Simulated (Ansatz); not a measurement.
# BNH4Cl2O: single-point calculation

- system: BNH4Cl2O
- method: RKS PBE0-D4/def2-TZVPP (Ansatz 0.2.0)

The geometry is the product side of a reaction. The reaction was set up to form B1–N6 and O2–H5 and to break B1–O2 and H5–N6 (atoms counted from 1 in the order of the input); sticks are drawn by distance alone. The geometry comes from this level: PBE0-D4/def2-TZVP.

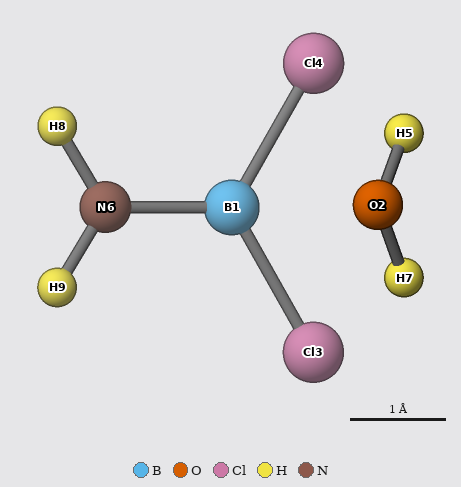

The input geometry (ball-and-stick view, seen at a tilt; atoms are numbered from 1 in the order of the input). Bond lengths as drawn: B–Cl 1.77 Å, B–N 1.38 Å, H–N 1.01 Å and H–O 0.96 Å.

Input file
```yaml
crystal:
  periodic: [false, false, false]
  atoms:
    - {symbol: B, position_ang: [0.116906, -0.794865, 0.517969]}
    - {symbol: O, position_ang: [-1.126965, 1.773590, -0.983260]}
    - {symbol: Cl, position_ang: [-0.999720, -1.703535, -0.505510]}
    - {symbol: Cl, position_ang: [-0.505164, -0.013532, 1.974981]}
    - {symbol: H, position_ang: [-1.320597, 1.817887, -0.043235]}
    - {symbol: N, position_ang: [1.457811, -0.724384, 0.202697]}
    - {symbol: H, position_ang: [-1.568675, 0.974407, -1.282225]}
    - {symbol: H, position_ang: [2.111177, -0.193061, 0.751501]}
    - {symbol: H, position_ang: [1.835228, -1.136307, -0.632918]}
basis:
  gaussian: {orbitals: def2-TZVPP}
hamiltonian: {xc: pbe0, dispersion: d4}
output: {orbitals: {seedname: orbitals}}
```

Run on 4 threads of Arm Neoverse V1, 23 GiB of memory available, shared host.

Launched with:
```bash
ansatz run in.yaml --threads 4 --pin off --events-out ev --progress --plain --max-ram 9574MiB
```

What the program printed
```
Functional definition: PBE0
  name "PBE0"
  cite "Adamo & Barone, J. Chem. Phys. 110, 6158 (1999) doi:10.1063/1.478522"
  cite "Perdew, Burke & Ernzerhof, Phys. Rev. Lett. 77, 3865 (1996) doi:10.1103/PhysRevLett.77.3865"
  parent pbe
  parameter a = 0.25
  parameter kappa = 0.804
  parameter beta = 0.06672455060314922
  exchange = (1 - a)*pbe_x(kappa = kappa, mu = beta*pi^2/3) + a*exact_x
  correlation = pbe_c(beta = beta)
1361 factors; their error is unknown
mean field evaluation 1: about -29307.4972 eV, gradient 7.5e1 eV
mean field evaluation 2: about -29294.0523 eV, gradient 1.1e2 eV
mean field evaluation 4: about -29317.1681 eV, gradient 3.5e0 eV
mean field evaluation 8: about -29317.1937 eV, gradient 4.7e-2 eV
mean field evaluation 16: about -29317.2700 eV, gradient 1.4e-5 eV
mean field -29317.26996880 eV, -1077.3897993939 hartree, gradient 1.4e-5 eV, S^2 0.000000; 0 other end points of the search recorded, 0 dependent functions left out
reference -29317.26999856 eV, -1077.3898004878 hartree; 29, 29 occupied and 204, 204 virtual orbitals, 1361 factors
Total energy: -29317.43766064 eV, -1077.3959619556 hartree
```

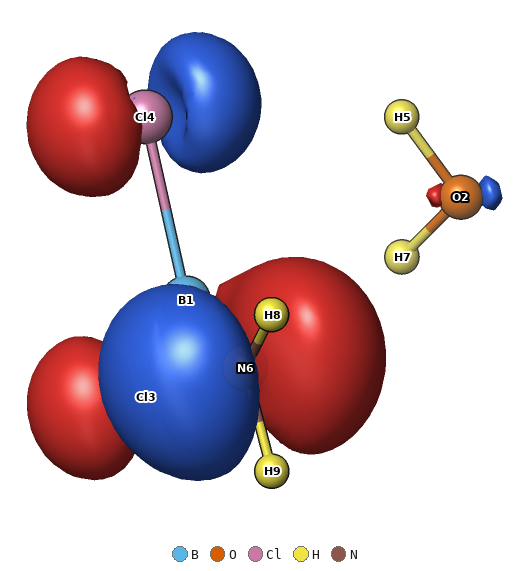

One frontier orbital at ±0.15 Å⁻³ᐟ² (blue and red are the two phases), seen at an oblique angle. The HOMO, at −8.72 eV.

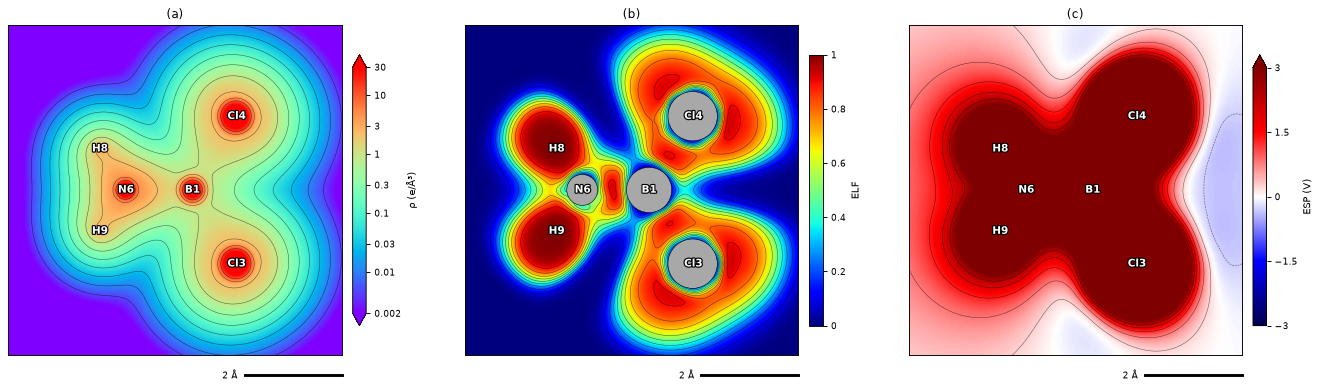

(a) total electron density; (b) electron localisation function; (c) molecular electrostatic potential on the plane of atoms Cl4, B1 and N6. Grey discs, where drawn, cover atomic cores. Atoms in the plane: B, Cl, N and H.

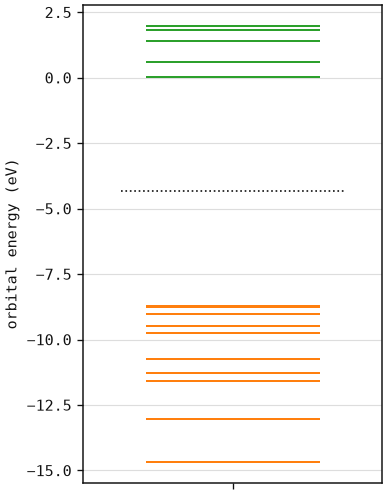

Orbital energies near the frontier; the dotted line parts filled from empty levels, and levels within 0.02 eV of each other stand side by side. Highest filled −8.72 eV, lowest empty 0.03 eV, 8.75 eV apart.

Key numbers

- outcome: converged
- total energy: −29317.4377 eV
- mean-field energy: −29317.2700 eV
- dispersion energy: −0.1677 eV
- SCF solution under orbital rotations: stable
- HOMO: −8.72 eV
- LUMO: 0.03 eV
- wall time: 2.9 s (CPU time 11 s)
- peak memory: 0.57 GiB
